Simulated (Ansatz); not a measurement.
```yaml
atoms:
  - { symbol: In, position_ang: [-0.0883, -0.0687, 0.0779] }
  - { symbol: S, position_ang: [-2.1327, -1.4428, 0.0750] }
  - { symbol: N, position_ang: [-0.3572, 0.3126, -1.8829] }
  - { symbol: H, position_ang: [-1.3160, 0.0217, -2.0277] }
  - { symbol: C, position_ang: [1.2994, 0.4234, 1.6552] }
  - { symbol: H, position_ang: [-1.9429, -1.8250, -1.1933] }
  - { symbol: H, position_ang: [-0.0667, 1.0439, -2.5005] }
  - { symbol: H, position_ang: [0.8739, 1.2066, 2.2839] }
  - { symbol: H, position_ang: [2.2406, 0.7812, 1.2390] }
  - { symbol: H, position_ang: [1.4897, -0.4529, 2.2734] }
```

Core potentials replace the inner electrons of In; not at a stationary point (largest force 1.0 eV/Å).

These are results of Ansatz, UHF/def2-SVP, not measurements.

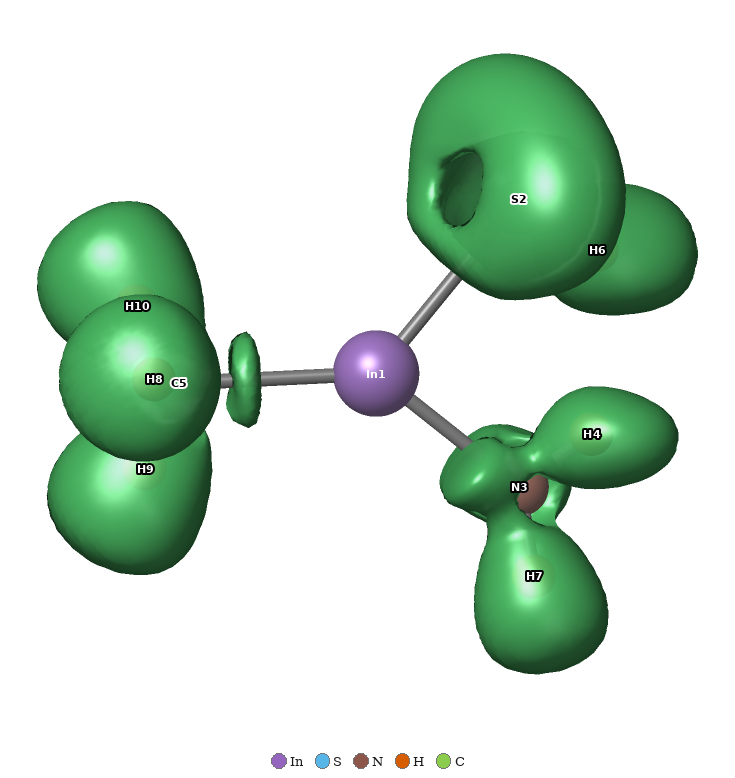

CH₆InNS. Isosurface of the electron localisation function at 0.8 (green), seen across its widest extent. Only the valence region is drawn (cores and ρ < 0.01 e/Å³ removed).

Q: What do the ELF domains correspond to?

A: The ELF exceeds this value in four regions around hydrogen nuclei, one lobe of the valence shell of C pointing towards In (polar bonds), one region wrapped around S (its valence shell) and one joined region spread over several atoms (H, N), in which their bonds and any lone pairs are merged.

Values along the shortest contacts:
In–N (2.02 Å): the ELF peaks at about 0.85 in the valence shell of N, 0.7 Å from its nucleus, and drops to about 0.10 between the two atoms. C–In (2.16 Å): the ELF peaks at about 0.90 in the valence shell of C, 0.7 Å from its nucleus, and drops to about 0.15 between the two atoms.
